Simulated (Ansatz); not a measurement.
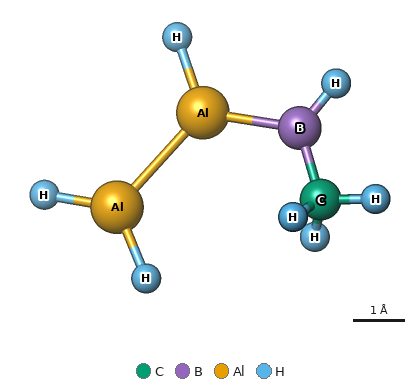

The structure as given in the input (ball-and-stick view, seen at a tilt). Sticks mark near contacts.

# CH$_{7}$Al$_{2}$B: geometry relaxation (part 1 of 2)

- system: CH$_{7}$Al$_{2}$B, SMILES C[BH][AlH][AlH2]
- method: RKS PBE-D4/def2-SVP (Ansatz 0.2.0)

The geometry: force-field start. Figures and captions count atoms from 1; the log counts them from 0 in places.

The program's output:
```
Functional definition: PBE
  name "PBE"
  cite "Perdew, Burke & Ernzerhof, Phys. Rev. Lett. 77, 3865 (1996) doi:10.1103/PhysRevLett.77.3865"
  parent pbe
  parameter kappa = 0.804
  parameter beta = 0.06672455060314922
  exchange = pbe_x(kappa = kappa, mu = beta*pi^2/3)
  correlation = pbe_c(beta = beta)
1104 factors; their error is unknown
mean field evaluation 1: about -14994.4528 eV, gradient 5.3e1 eV
mean field evaluation 2: about -14952.4544 eV, gradient 1.0e2 eV
mean field evaluation 4: about -15002.0952 eV, gradient 1.1e1 eV
mean field evaluation 8: about -15002.4761 eV, gradient 2.3e-1 eV
mean field evaluation 16: about -15002.4274 eV, gradient 1.7e-4 eV
mean field -15002.42737276 eV, -551.3290369386 hartree, gradient 2.8e-5 eV, S^2 0.000000; 1 other end points of the search recorded, 0 dependent functions left out
the calculation of the forces begins
reference -15002.42742020 eV, -551.3290386820 hartree; 22, 22 occupied and 77, 77 virtual orbitals, 1104 factors
relax step   1: F+E_penalty+E_count = -15002.62162017 eV  Δ(F+E_penalty+E_count) = +0.000e0 eV  max|allowed force component| = 2.210e0 eV/Å  Δτ_max = 0.0000 Å  (45 SCF iters, accepted)
these checks for a lower state are left out or cut short: starts, cluster_reference, orbital_swaps, neighbouring_geometries, increment
1104 factors; their error is unknown
mean field -15002.86723835 eV, -551.3452017009 hartree, gradient 1.8e-5 eV, S^2 0.000000; 0 other end points of the search recorded, 0 dependent functions left out
[... from here on the field's lines of each further geometry are left out, up to the last ...]
relax step   2: F+E_penalty+E_count = -15003.05416852 eV  Δ(F+E_penalty+E_count) = -4.325e-1 eV  max|allowed force component| = 7.668e-1 eV/Å  Δτ_max = 0.1938 Å  (27 SCF iters, accepted)
relax step   3: F+E_penalty+E_count = -15003.08910979 eV  Δ(F+E_penalty+E_count) = -3.494e-2 eV  max|allowed force component| = 1.607e-1 eV/Å  Δτ_max = 0.1015 Å  (27 SCF iters, accepted)
relax step   4: F+E_penalty+E_count = -15003.10964525 eV  Δ(F+E_penalty+E_count) = -2.054e-2 eV  max|allowed force component| = 2.961e-1 eV/Å  Δτ_max = 0.2000 Å  (26 SCF iters, accepted)
relax step   5: F+E_penalty+E_count = -15003.14138694 eV  Δ(F+E_penalty+E_count) = -3.174e-2 eV  max|allowed force component| = 3.411e-1 eV/Å  Δτ_max = 0.2000 Å  (25 SCF iters, accepted)
relax step   6: F+E_penalty+E_count = -15003.17348543 eV  Δ(F+E_penalty+E_count) = -3.210e-2 eV  max|allowed force component| = 3.773e-1 eV/Å  Δτ_max = 0.1978 Å  (25 SCF iters, accepted)
relax step   7: F+E_penalty+E_count = -15003.19935563 eV  Δ(F+E_penalty+E_count) = -2.587e-2 eV  max|allowed force component| = 4.515e-1 eV/Å  Δτ_max = 0.1932 Å  (26 SCF iters, accepted)
relax step   8: F+E_penalty+E_count = -15003.22285302 eV  Δ(F+E_penalty+E_count) = -2.350e-2 eV  max|allowed force component| = 5.652e-1 eV/Å  Δτ_max = 0.1962 Å  (26 SCF iters, accepted)
relax step   9: F+E_penalty+E_count = -15003.28198233 eV  Δ(F+E_penalty+E_count) = -5.913e-2 eV  max|allowed force component| = 1.913e-1 eV/Å  Δτ_max = 0.1995 Å  (26 SCF iters, accepted)
relax step  10: F+E_penalty+E_count = -15003.30945660 eV  Δ(F+E_penalty+E_count) = -2.747e-2 eV  max|allowed force component| = 2.112e-1 eV/Å  Δτ_max = 0.1952 Å  (25 SCF iters, accepted)
relax step  11: F+E_penalty+E_count = -15003.32270297 eV  Δ(F+E_penalty+E_count) = -1.325e-2 eV  max|allowed force component| = 3.458e-1 eV/Å  Δτ_max = 0.1954 Å  (26 SCF iters, accepted)
relax step  12: F+E_penalty+E_count = -15003.37396889 eV  Δ(F+E_penalty+E_count) = -5.127e-2 eV  max|allowed force component| = 1.380e-1 eV/Å  Δτ_max = 0.2000 Å  (28 SCF iters, accepted)
relax step  13: F+E_penalty+E_count = -15003.39557935 eV  Δ(F+E_penalty+E_count) = -2.161e-2 eV  max|allowed force component| = 5.803e-2 eV/Å  Δτ_max = 0.1998 Å  (27 SCF iters, accepted)
relax step  14: F+E_penalty+E_count = -15003.40779337 eV  Δ(F+E_penalty+E_count) = -1.221e-2 eV  max|allowed force component| = 1.534e-1 eV/Å  Δτ_max = 0.1915 Å  (27 SCF iters, accepted)
relax step  15: F+E_penalty+E_count = -15003.41175138 eV  Δ(F+E_penalty+E_count) = -3.958e-3 eV  max|allowed force component| = 2.542e-1 eV/Å  Δτ_max = 0.1905 Å  (26 SCF iters, accepted)
relax step  16: F+E_penalty+E_count = -15003.41894490 eV  Δ(F+E_penalty+E_count) = -7.194e-3 eV  max|allowed force component| = 1.935e-1 eV/Å  Δτ_max = 0.0645 Å  (27 SCF iters, accepted)
relax step  17: F+E_penalty+E_count = -15003.41422428 eV  Δ(F+E_penalty+E_count) = +4.721e-3 eV  max|allowed force component| = 6.169e-1 eV/Å  Δτ_max = 0.2000 Å  (27 SCF iters, rejected (line search))
relax step  18: F+E_penalty+E_count = -15003.42625027 eV  Δ(F+E_penalty+E_count) = -7.305e-3 eV  max|allowed force component| = 8.306e-2 eV/Å  Δτ_max = 0.0976 Å  (28 SCF iters, accepted)
relax step  19: F+E_penalty+E_count = -15003.42664986 eV  Δ(F+E_penalty+E_count) = -3.996e-4 eV  max|allowed force component| = 1.056e-1 eV/Å  Δτ_max = 0.0972 Å  (27 SCF iters, accepted)
relax step  20: F+E_penalty+E_count = -15003.42506713 eV  Δ(F+E_penalty+E_count) = +1.583e-3 eV  max|allowed force component| = 1.882e-1 eV/Å  Δτ_max = 0.1500 Å  (27 SCF iters, rejected (line search))
relax step  21: F+E_penalty+E_count = -15003.43033161 eV  Δ(F+E_penalty+E_count) = -3.682e-3 eV  max|allowed force component| = 2.797e-2 eV/Å  Δτ_max = 0.0732 Å  (27 SCF iters, accepted)
relax step  22: F+E_penalty+E_count = -15003.43084761 eV  Δ(F+E_penalty+E_count) = -5.160e-4 eV  max|allowed force component| = 4.064e-2 eV/Å  Δτ_max = 0.0614 Å  (27 SCF iters, accepted)
the calculation of the forces begins
reference -15003.25414179 eV, -551.3594201398 hartree; 22, 22 occupied and 77, 77 virtual orbitals, 1104 factors
relax step  23: F+E_penalty+E_count = -15003.43106149 eV  Δ(F+E_penalty+E_count) = -2.139e-4 eV  max|allowed force component| = 2.310e-2 eV/Å  Δτ_max = 0.0546 Å  (26 SCF iters, accepted)
1104 factors; their error is unknown
mean field evaluation 192: about -15003.2541 eV, gradient 1.5e-3 eV
```

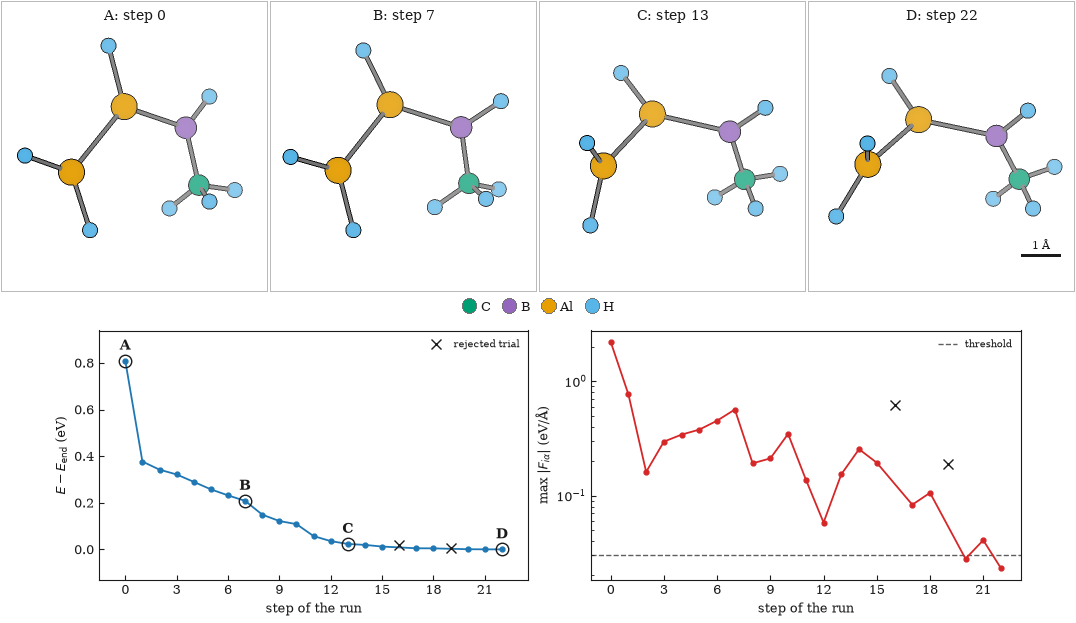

Frames of the relaxation (ball-and-stick view, seen at a tilt) above the curves, on which the letters mark them (the first geometry is step 0 here and step 1 in the log).

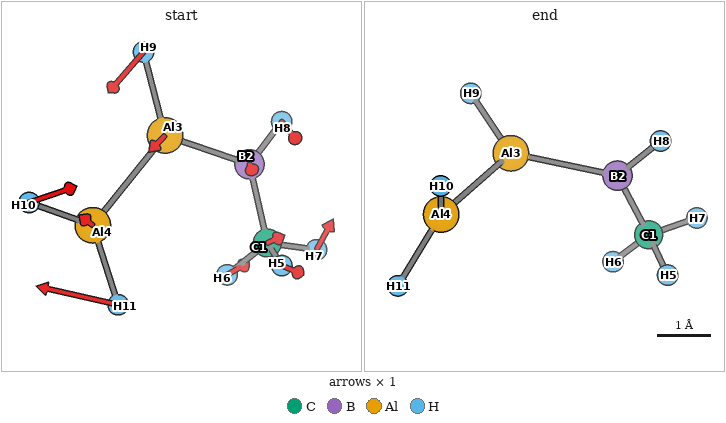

Before (left) and after (right) the relaxation, at one scale (ball-and-stick view, seen at a tilt). The red arrows give the displacements, at true length. The largest moves after the best rigid fit, 1.65 Å, are those of H9 and H11. By element the largest moves are H 1.65 Å, C 0.56 Å, Al 0.55 Å, B 0.48 Å. Among the contacts that change: B2–Al3 2.035 → 2.122 Å, Al4–H10 1.532 → 1.614 Å, B2–H8 1.149 → 1.229 Å, Al3–Al4 2.546 → 2.595 Å. Among the angles that change: C1–B2–Al3 118.1° → 128.5°, H10–Al4–H11 124.7° → 115.5°, B2–C1–H5 112.1° → 104.0°. After 22 geometry steps the energy has fallen by 0.809 eV. Largest force component: 2.2 eV/Å at the start, 0.023 eV/Å at the end. The line search rejected the trial steps at points 16, 19 (counted from 0) and went back. (Atoms are counted from 1 in the order of the input.)

```
mean field -15003.25409252 eV, -551.3594183293 hartree, gradient 1.6e-5 eV, S^2 0.000000; 1 other end points of the search recorded, 0 dependent functions left out
the calculation of the forces begins
reference -15003.25414179 eV, -551.3594201398 hartree; 22, 22 occupied and 77, 77 virtual orbitals, 1104 factors
Total energy: -15003.43111076 eV, -551.3659236295 hartree
Atom 0 at    -2.190051     0.297382    -0.220868 Å, force    -0.018360     0.015146     0.005347 eV/Å
Atom 1 at    -0.976608     0.298032     0.771267 Å, force     0.009232    -0.007652    -0.018181 eV/Å
Atom 2 at     0.801733    -0.856380     0.683833 Å, force     0.007051     0.003213     0.001600 eV/Å
Atom 3 at     2.891068    -0.129013    -0.671942 Å, force     0.000411     0.004959    -0.023101 eV/Å
Atom 4 at    -2.046209     1.228707    -0.826434 Å, force    -0.000630    -0.007750     0.003083 eV/Å
Atom 5 at    -2.278186    -0.544255    -0.935082 Å, force     0.004754     0.001858     0.007532 eV/Å
Atom 6 at    -3.162661     0.456985     0.293939 Å, force     0.008787    -0.005972    -0.011113 eV/Å
Atom 7 at    -1.020162     1.146260     1.659393 Å, force    -0.004290     0.004970     0.013020 eV/Å
Atom 8 at     0.912130    -2.226626     1.538785 Å, force    -0.001797    -0.002407    -0.000018 eV/Å
Atom 9 at     4.035502     0.827795    -0.056103 Å, force    -0.004558    -0.007727    -0.000526 eV/Å
Atom 10 at     3.098945    -0.556087    -2.216188 Å, force    -0.000600     0.001361     0.022357 eV/Å
Dipole moment:    -0.280852     0.065214    -0.062979 e Å
```

Trajectory as extended XYZ (Å, eV, eV/Å), 23 frames, from step=1 to step=23:
```
11
Properties=species:S:1:pos:R:3:forces:R:3 step=1 energy=-15002.62162
C    -1.6752    0.4196   -0.4473   -2.2100   1.8480   1.0661
B    -1.1737   -0.0729    0.9272    0.4583   0.1446  -1.1709
Al    0.8023   -0.5184    1.1222    1.5490  -0.5404   1.0290
Al    2.4300   -0.2026   -0.8094   -0.9333   0.1513  -0.0937
H    -1.2069    1.4038   -0.7421    0.1529  -0.5521   0.0224
H    -1.5366   -0.2753   -1.2510    0.4794  -0.8126  -1.0969
H    -2.7878    0.6517   -0.3746    0.6495  -0.1698  -0.3965
H    -1.8624   -0.1952    1.8384   -1.4028  -0.0520   1.3670
H     1.4030   -1.0414    2.5717   -0.1102   0.0774  -0.2931
H     3.9122   -0.5533   -0.6453    1.1373  -0.1535  -0.1741
H     1.7606    0.3268   -2.1692    0.2299   0.0589  -0.2593
11
Properties=species:S:1:pos:R:3:forces:R:3 step=2 energy=-15003.05417
C    -1.7691    0.4348   -0.4171   -0.7668   0.4775   0.1538
B    -1.2305   -0.0795    0.9559   -0.0196   0.1763  -0.3301
Al    0.8350   -0.5399    1.2256    0.5023  -0.1539  -0.0024
Al    2.4667   -0.2226   -0.8309   -0.2340   0.0772   0.0114
H    -1.2259    1.3777   -0.6942    0.0190  -0.2111   0.0208
H    -1.5329   -0.2601   -1.2422    0.1884  -0.1525  -0.2465
H    -2.8699    0.6652   -0.4527    0.4579  -0.1207  -0.0124
H    -1.9900   -0.1550    1.8807   -0.3980  -0.0397   0.4416
H     1.4227   -1.0755    2.6402   -0.0307   0.0288  -0.0704
H     4.0275   -0.5303   -0.7849    0.2735  -0.0560  -0.0192
H     1.9320    0.3280   -2.2598    0.0078  -0.0260   0.0534
11
Properties=species:S:1:pos:R:3:forces:R:3 step=3 energy=-15003.08911
C    -1.8197    0.4430   -0.3998   -0.1103  -0.0724  -0.1036
B    -1.2757   -0.0389    0.9874   -0.0538  -0.0563  -0.1607
Al    0.8406   -0.5478    1.1802    0.0772   0.0615   0.0787
Al    2.5361   -0.2351   -0.8238   -0.0674  -0.0065  -0.0872
H    -1.2865    1.3904   -0.6626   -0.0040   0.0022   0.0147
H    -1.4914   -0.2416   -1.2228   -0.0275   0.0912   0.1074
H    -2.9145    0.6202   -0.4845    0.1284  -0.0116   0.0054
H    -2.0576   -0.1259    1.9262    0.0714   0.0321   0.0460
H     1.4326   -1.0812    2.5821    0.0032  -0.0511   0.0426
H     4.1217   -0.5486   -0.8177   -0.0480   0.0068   0.0490
H     1.9799    0.3081   -2.2442    0.0308   0.0040   0.0078
11
Properties=species:S:1:pos:R:3:forces:R:3 step=4 energy=-15003.10965
C    -1.8137    0.4038   -0.4267    0.0440  -0.0368  -0.1520
B    -1.2469   -0.0287    0.9616    0.0749   0.1507   0.2961
Al    0.8660   -0.5792    1.2121   -0.1661   0.0153  -0.0460
Al    2.4936   -0.2369   -0.8344    0.0715   0.0053   0.0488
H    -1.4108    1.4414   -0.6055   -0.0798  -0.1554   0.1606
H    -1.3857   -0.1645   -1.2809   -0.0344  -0.0056  -0.0442
H    -2.9179    0.4575   -0.5111    0.0125   0.0399  -0.0425
H    -1.9829    0.0583    1.9484    0.1001   0.0008  -0.1482
H     1.4228   -1.1812    2.6071   -0.0089  -0.0151  -0.0478
H     4.0746   -0.5501   -0.7967    0.0198  -0.0041  -0.0066
H     1.9665    0.3224   -2.2533   -0.0336   0.0050  -0.0182
11
Properties=species:S:1:pos:R:3:forces:R:3 step=5 energy=-15003.14139
C    -1.8272    0.3549   -0.4390    0.1150   0.0864  -0.1361
B    -1.2199    0.0205    0.9591   -0.0536   0.1225   0.3411
Al    0.8607   -0.5995    1.1996   -0.1081   0.0094  -0.0098
Al    2.5060   -0.2204   -0.8228    0.0446   0.0083   0.0596
H    -1.4850    1.4281   -0.5795   -0.1027  -0.2928   0.1147
H    -1.3783   -0.1797   -1.3063   -0.0913   0.0627   0.0516
H    -2.9352    0.3732   -0.5068    0.0506   0.0031  -0.0408
H    -1.9155    0.2462    1.9609    0.1576   0.0105  -0.2573
H     1.3960   -1.2960    2.5618   -0.0365  -0.0188  -0.0786
H     4.0838   -0.5369   -0.7702    0.0443   0.0035  -0.0171
H     1.9801    0.3525   -2.2361   -0.0200   0.0051  -0.0273
11
Properties=species:S:1:pos:R:3:forces:R:3 step=6 energy=-15003.17348
C    -1.8398    0.3060   -0.4401    0.0669   0.0677   0.0900
B    -1.2040    0.0602    0.9688   -0.1720   0.2278   0.2337
Al    0.8450   -0.6107    1.1801   -0.0079  -0.0486   0.0835
Al    2.5287   -0.1966   -0.8070   -0.0068   0.0200   0.0261
H    -1.5257    1.3883   -0.5600   -0.0463  -0.1810   0.0248
H    -1.3941   -0.2188   -1.3117   -0.0578   0.0249   0.0567
H    -2.9480    0.3195   -0.4994    0.0291  -0.0227  -0.0147
H    -1.8567    0.4351    1.9636    0.2133  -0.0907  -0.3774
H     1.3532   -1.4109    2.5000   -0.0523  -0.0072  -0.1156
H     4.1072   -0.5100   -0.7539    0.0344   0.0121   0.0023
H     1.9996    0.3808   -2.2197   -0.0006  -0.0022  -0.0094
11
Properties=species:S:1:pos:R:3:forces:R:3 step=7 energy=-15003.19936
C    -1.8638    0.2663   -0.4332    0.1717   0.1135   0.3203
B    -1.1584    0.1524    0.9695   -0.4515   0.0005   0.1774
Al    0.8429   -0.6188    1.1695    0.0747  -0.0416   0.0806
Al    2.5562   -0.1635   -0.7848   -0.0012  -0.0118   0.0253
H    -1.5752    1.3476   -0.5953   -0.0158  -0.0630  -0.0942
H    -1.4456   -0.2917   -1.2960   -0.0110   0.0176   0.0670
H    -2.9735    0.2675   -0.4562    0.0398  -0.0361   0.0481
H    -1.7860    0.6143    1.9489    0.2825  -0.0799  -0.4477
H     1.2991   -1.5725    2.4166   -0.1138   0.0731  -0.1920
H     4.1374   -0.4693   -0.7154    0.0155   0.0354   0.0030
H     2.0325    0.4106   -2.2031    0.0091  -0.0075   0.0121
11
Properties=species:S:1:pos:R:3:forces:R:3 step=8 energy=-15003.22285
C    -1.8791    0.2378   -0.4092    0.0955  -0.0146   0.1523
B    -1.1606    0.1539    0.9858   -0.1289   0.5652   0.1246
Al    0.8388   -0.6142    1.1469   -0.0663  -0.3183   0.1991
Al    2.5832   -0.1434   -0.7702    0.0166   0.0809   0.0194
H    -1.5610    1.2987   -0.6375   -0.0455  -0.1238  -0.0350
H    -1.4987   -0.3824   -1.2484   -0.0506   0.0266   0.0860
H    -2.9886    0.2641   -0.4091    0.0216   0.0020   0.0197
H    -1.7089    0.7916    1.9157    0.2116  -0.3547  -0.3764
H     1.2092   -1.7006    2.3209   -0.0395   0.1559  -0.2215
H     4.1753   -0.3917   -0.6861   -0.0224   0.0180   0.0216
H     2.0558    0.4290   -2.1882    0.0080  -0.0372   0.0102
```
